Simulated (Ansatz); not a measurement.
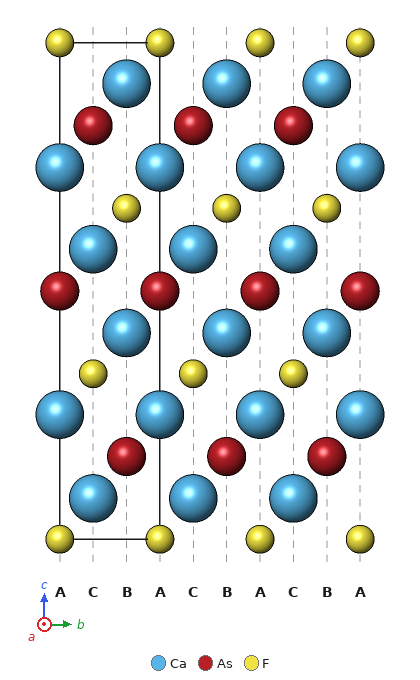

Projection along an edge of the hexagonal mesh, stacking direction c upwards. The dashed lines mark the three columns A (0, 0), B (1/3, 2/3) and C (2/3, 1/3). The sequence starts with the first layer at or above the cell's origin.

Ca₂AsF (space group R-3m, No. 166): coordinates from a relaxation with DFT PBE, scalar-relativistic, plane waves, PAW in Ansatz; the starting structure was generated, so it need not be a known form of this composition.

Q: Read off the stacking sequence over one period.

A: F(A) – Ca(C) – As(B) – Ca(A) – F(C) – Ca(B) – As(A) – Ca(C) – F(B) – Ca(A) – As(C) – Ca(B) (twelve layers in 17.95 Å).
